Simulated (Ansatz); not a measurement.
# C6H9BO6: single points with varied inputs, part 2 of 2

Ansatz 0.2.0, Gaussian basis; the settings change from run to run.

### 8 PBEsol/def2-TZVP

This run has the search for lower states set to off.

The input, in.yaml:

```yaml
crystal:
  periodic: [false, false, false]
  atoms:
    - {symbol: C, position_ang: [-1.051342, -3.244938, -1.345871]}
    - {symbol: C, position_ang: [-1.252757, -1.813638, -0.973316]}
    - {symbol: O, position_ang: [-2.280453, -1.210429, -1.017176]}
    - {symbol: O, position_ang: [-0.070834, -1.238811, -0.603995]}
    - {symbol: B, position_ang: [0.041159, -0.051154, 0.070706]}
    - {symbol: O, position_ang: [-0.884380, 0.275603, 1.027202]}
    - {symbol: C, position_ang: [-1.185430, 1.550004, 1.413233]}
    - {symbol: C, position_ang: [-1.939480, 1.548385, 2.701406]}
    - {symbol: O, position_ang: [-0.901739, 2.507980, 0.762270]}
    - {symbol: O, position_ang: [1.190151, 0.687345, -0.042069]}
    - {symbol: C, position_ang: [1.931162, 0.801009, -1.182986]}
    - {symbol: C, position_ang: [3.285315, 1.351930, -0.881752]}
    - {symbol: O, position_ang: [1.505770, 0.523242, -2.261804]}
    - {symbol: H, position_ang: [-0.325447, -3.306025, -2.159266]}
    - {symbol: H, position_ang: [-1.997506, -3.683323, -1.651708]}
    - {symbol: H, position_ang: [-0.634740, -3.793275, -0.498496]}
    - {symbol: H, position_ang: [-1.342812, 1.067992, 3.479524]}
    - {symbol: H, position_ang: [-2.851543, 0.959753, 2.583273]}
    - {symbol: H, position_ang: [-2.183707, 2.567968, 2.987323]}
    - {symbol: H, position_ang: [3.855985, 1.451718, -1.801167]}
    - {symbol: H, position_ang: [3.805124, 0.694962, -0.181400]}
    - {symbol: H, position_ang: [3.178205, 2.323602, -0.395329]}
basis:
  gaussian: {orbitals: def2-TZVP}
hamiltonian: {xc: {name: PBEsol}}
scf: {lower_state_search: off}
output: {forces: true}
```

Launch:

```sh
> ansatz run in.yaml --threads 4 --pin off --events-out ev --progress --plain --max-ram 46080MiB --backend cuda --devices 0, --max-vram 37GiB
```

Standard output, shortened:

```text
Functional definition: PBEsol
  name "PBEsol"
  cite "Perdew et al., Phys. Rev. Lett. 100, 136406 (2008) doi:10.1103/PhysRevLett.100.136406"
  cite "Perdew, Burke & Ernzerhof, Phys. Rev. Lett. 77, 3865 (1996) doi:10.1103/PhysRevLett.77.3865"
  parent pbesol
[...]
2551 factors; their error is unknown
[...]
mean field -19247.39485429 eV, -707.3287145425 hartree, gradient 8.0e-6 eV, S^2 0.000000; 0 other end points of the search recorded, 0 dependent functions left out
[...]
reference -19247.39491458 eV, -707.3287167581 hartree; 49, 49 occupied and 408, 408 virtual orbitals, 2551 factors
Total energy: -19247.39491458 eV, -707.3287167581 hartree
Atom 0 at    -1.051342    -3.244938    -1.345871 Å, force    -0.035531     0.238931     0.066473 eV/Å
Atom 1 at    -1.252757    -1.813638    -0.973316 Å, force     0.373981    -0.597488    -0.054265 eV/Å
[...]
Atom 14 at    -1.997506    -3.683323    -1.651708 Å, force    -0.293736    -0.138258    -0.096184 eV/Å
Atom 15 at    -0.634740    -3.793275    -0.498496 Å, force     0.141566    -0.184415     0.245470 eV/Å
Atom 16 at    -1.342812     1.067992     3.479524 Å, force     0.162710    -0.157134     0.251347 eV/Å
Atom 17 at    -2.851543     0.959753     2.583273 Å, force    -0.280661    -0.187919    -0.013314 eV/Å
Atom 18 at    -2.183707     2.567968     2.987323 Å, force    -0.077528     0.316914     0.090533 eV/Å
Atom 19 at     3.855985     1.451718    -1.801167 Å, force     0.179155     0.032456    -0.285401 eV/Å
Atom 20 at     3.805124     0.694962    -0.181400 Å, force     0.171847    -0.182597     0.226461 eV/Å
Atom 21 at     3.178205     2.323602    -0.395329 Å, force    -0.012261     0.296917     0.162538 eV/Å
Dipole moment:     0.416608    -0.457866     0.632261 e Å
Checks for a lower state left out: stability, starts, cluster_reference, orbital_swaps, neighbouring_geometries, increment
```

Run time: 3 s. Hardware: 1 × H100 (card shared with other runs) with 4 threads of AMD EPYC 7R13, shared host; peak host memory 0.93 GiB.

Largest force 1.028 eV/Å, dipole 4.25 D.

### 9 HF/def2-TZVP

Options: finite nuclei.

Changes to in.yaml since step 8:

```diff
@@ -26,5 +26,4 @@
 basis:
-  gaussian: {orbitals: def2-TZVP}
-hamiltonian: {xc: {name: PBEsol}}
-scf: {lower_state_search: off}
+  gaussian: {orbitals: def2-TZVP, nuclear_model: gaussian}
+hamiltonian: {xc: {name: HF}}
 output: {forces: true}
```

Launched as before.

Standard output, shortened:

```text
Functional definition: HF
  name "HF"
  cite "Fock, Z. Phys. 61, 126 (1930) doi:10.1007/BF01340294"
  parent pbe
[...]
3111 factors; their error is unknown
[...]
mean field -19233.42187782 eV, -706.8152171283 hartree, gradient 1.1e-5 eV, S^2 0.000000; 0 other end points of the search recorded, 0 dependent functions left out
[...]
reference -19233.42187782 eV, -706.8152171283 hartree; 49, 49 occupied and 408, 408 virtual orbitals, 3111 factors
Total energy: -19233.42187782 eV, -706.8152171283 hartree
Atom 0 at    -1.051342    -3.244938    -1.345871 Å, force     0.009268    -0.419572    -0.126114 eV/Å
Atom 1 at    -1.252757    -1.813638    -0.973316 Å, force    -0.726389     1.267334     0.101934 eV/Å
Atom 2 at    -2.280453    -1.210429    -1.017176 Å, force     1.694736    -0.979968     0.087642 eV/Å
[...]
Atom 12 at     1.505770     0.523242    -2.261804 Å, force     0.687161     0.443884     1.780835 eV/Å
Atom 13 at    -0.325447    -3.306025    -2.159266 Å, force    -0.226638     0.055361     0.219339 eV/Å
Atom 14 at    -1.997506    -3.683323    -1.651708 Å, force     0.270376     0.119977     0.088233 eV/Å
Atom 15 at    -0.634740    -3.793275    -0.498496 Å, force    -0.145594     0.180466    -0.212068 eV/Å
Atom 16 at    -1.342812     1.067992     3.479524 Å, force    -0.131407     0.156779    -0.238553 eV/Å
Atom 17 at    -2.851543     0.959753     2.583273 Å, force     0.261447     0.185286    -0.007448 eV/Å
Atom 18 at    -2.183707     2.567968     2.987323 Å, force     0.069346    -0.290956    -0.076320 eV/Å
Atom 19 at     3.855985     1.451718    -1.801167 Å, force    -0.157815    -0.028662     0.263778 eV/Å
Atom 20 at     3.805124     0.694962    -0.181400 Å, force    -0.166351     0.149638    -0.220857 eV/Å
Atom 21 at     3.178205     2.323602    -0.395329 Å, force    -0.003802    -0.273231    -0.166230 eV/Å
Dipole moment:     0.483014    -0.530677     0.733016 e Å
```

It took 2.9 s on 1 × H100 (card shared with other runs) with 4 threads of AMD EPYC 7R13, shared host; peak host memory 1.1 GiB.

Largest force 1.960 eV/Å, dipole 4.93 D.

### 10 RPA/cc-pVTZ-DK

Options: coordinates scaled by 0.96, correlated electrons set to all.

The input, in.yaml:

```yaml
crystal:
  periodic: [false, false, false]
  atoms:
    - {symbol: C, position_ang: [-1.009288, -3.115141, -1.292036]}
    - {symbol: C, position_ang: [-1.202647, -1.741092, -0.934384]}
    - {symbol: O, position_ang: [-2.189235, -1.162012, -0.976489]}
    - {symbol: O, position_ang: [-0.068001, -1.189259, -0.579835]}
    - {symbol: B, position_ang: [0.039512, -0.049108, 0.067878]}
    - {symbol: O, position_ang: [-0.849005, 0.264579, 0.986114]}
    - {symbol: C, position_ang: [-1.138013, 1.488004, 1.356704]}
    - {symbol: C, position_ang: [-1.861901, 1.486449, 2.593350]}
    - {symbol: O, position_ang: [-0.865670, 2.407661, 0.731779]}
    - {symbol: O, position_ang: [1.142545, 0.659852, -0.040387]}
    - {symbol: C, position_ang: [1.853915, 0.768969, -1.135667]}
    - {symbol: C, position_ang: [3.153902, 1.297853, -0.846482]}
    - {symbol: O, position_ang: [1.445539, 0.502312, -2.171332]}
    - {symbol: H, position_ang: [-0.312429, -3.173784, -2.072896]}
    - {symbol: H, position_ang: [-1.917606, -3.535990, -1.585640]}
    - {symbol: H, position_ang: [-0.609350, -3.641544, -0.478556]}
    - {symbol: H, position_ang: [-1.289100, 1.025272, 3.340343]}
    - {symbol: H, position_ang: [-2.737481, 0.921363, 2.479942]}
    - {symbol: H, position_ang: [-2.096358, 2.465249, 2.867830]}
    - {symbol: H, position_ang: [3.701745, 1.393650, -1.729120]}
    - {symbol: H, position_ang: [3.652919, 0.667164, -0.174144]}
    - {symbol: H, position_ang: [3.051077, 2.230658, -0.379515]}
basis:
  gaussian: {orbitals: cc-pVTZ-DK}
hamiltonian: {xc: {name: HF}}
correlation: {method: rpa, electrons: all}
```

Same command.

Standard output:

```text
Functional definition: HF
  name "HF"
  cite "Fock, Z. Phys. 61, 126 (1930) doi:10.1007/BF01340294"
  parent pbe
  exchange = exact_x
  correlation = 0
3022 factors; integrals over basis functions are off by at most 1.2e-3 eV
mean field evaluation 1: about -19231.4384 eV, gradient 7.5e1 eV
mean field evaluation 2: about -19232.2277 eV, gradient 7.5e1 eV
mean field evaluation 4: about -19242.6887 eV, gradient 7.6e0 eV
mean field evaluation 8: about -19242.8852 eV, gradient 7.9e-1 eV
mean field evaluation 16: about -19242.8892 eV, gradient 2.8e-6 eV
mean field -19242.88918712 eV, -707.1631343280 hartree, gradient 2.8e-6 eV, S^2 0.000000; 0 other end points of the search recorded, 0 dependent functions left out
reference -19242.88918712 eV, -707.1631343280 hartree; 49, 49 occupied and 467, 467 virtual orbitals, 3022 factors
Total energy: -19327.05290797 eV, -710.2560940209 hartree
Relativity: scalar
```

Wall time 4.2 s (1 × H100 (card shared with other runs) with 4 threads of AMD EPYC 7R13, shared host); peak host memory 2.6 GiB.

### 11 The runs in one table

```tsv
level	charge	multiplicity	geometry	functions	energy (eV)	time
r2SCAN50/pcseg-2	0	1	relaxed, point charge	516	-19324.370	4 s
B3LYP/aug-cc-pVDZ	1	2	relaxed	380	-19325.642	17 s
wB97X-V/aug-pcseg-2	0	1	relaxed	805	-19333.866	9.5 s
B3LYP/def2-mTZVP	0	1	relaxed	304	-19339.074	3.2 s
wB97M-V/cc-pVTZ	0	1	scaled, point charge	516	-19331.453	4.4 s
PBE/cc-pVTZ	0	3	relaxed	516	-19313.091	17 s
PBEsol/def2-TZVP	0	1	relaxed	457	-19247.395	3 s
HF/def2-TZVP	0	1	relaxed	457	-19233.422	2.9 s
RPA/cc-pVTZ-DK	0	1	scaled	516	-19327.053	4.2 s
```

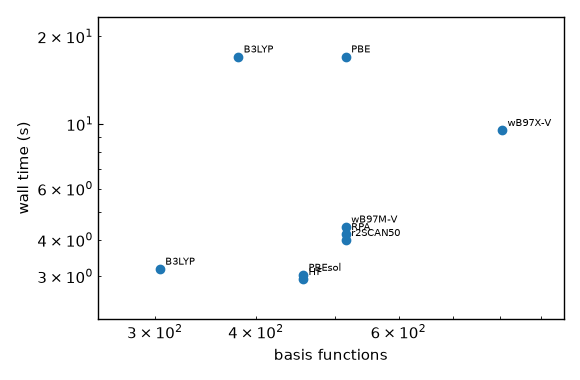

Wall time against the number of basis functions (shared host).

### 12 Results

The summary covers parts 1 to 2.

| quantity | value |
| --- | --- |
| runs | 9 |
| quickest | HF/def2-TZVP, 2.9 s |
| slowest | PBE/cc-pVTZ, 17 s |
| spread of total energies, same state and geometry | 105.7 eV |
| dipole, same state and geometry | 4.25 to 4.93 D |

**Reading.** Run time spans a factor of 6, from HF/def2-TZVP to PBE/cc-pVTZ. The jobs differ in tasks and options as well as level. The totals spread over 106 eV; they can't be compared across methods or bases. At the PBE0-D4/def2-TZVP geometry and in the same state, runs without warnings or point charges leave forces up to 1.96 eV/Å (HF/def2-TZVP). At that geometry and state the dipole changes by 16 % between the lowest and highest value.
